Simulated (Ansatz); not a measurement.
## Ga2Pt: response to strain

Take Ga₂Pt (space group Fm-3m, No. 225; relaxed with 0.1 eV smearing) as the base.

```yaml
crystal:
  lattice:
    - [0.00000, 2.96080, 2.96080]
    - [2.96080, 0.00000, 2.96080]
    - [2.96080, 2.96080, 0.00000]
  atoms:
    - { symbol: Ga, position: [0.75000, 0.75000, 0.75000] }
    - { symbol: Ga, position: [0.25000, 0.25000, 0.25000] }
    - { symbol: Pt, position: [0.00000, 0.00000, 0.00000] }
```

Cartesian axes are those of the cell as printed.

Strains are applied to the cell and any free atomic positions relax.

All numbers come from PBEsol, PAW, 420 eV (Ansatz, a quantum-chemistry and plane-wave program; without spin-orbit coupling).

Notes on the quantities. pressure: mean of the normal stresses, compression positive.

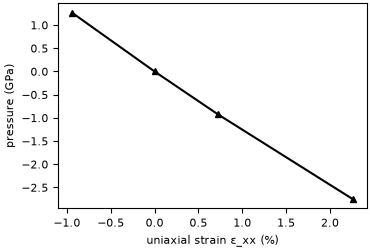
Fig. 1. Pressure against uniaxial strain ε_xx

| uniaxial strain ε_xx (%) | pressure |
|---|---|
| -0.94 | 1.3 GPa |
| 0.72 | -0.9 GPa |
| 2.26 | -2.8 GPa |

Stability against distortions was not tested. All final runs are without spin polarisation.
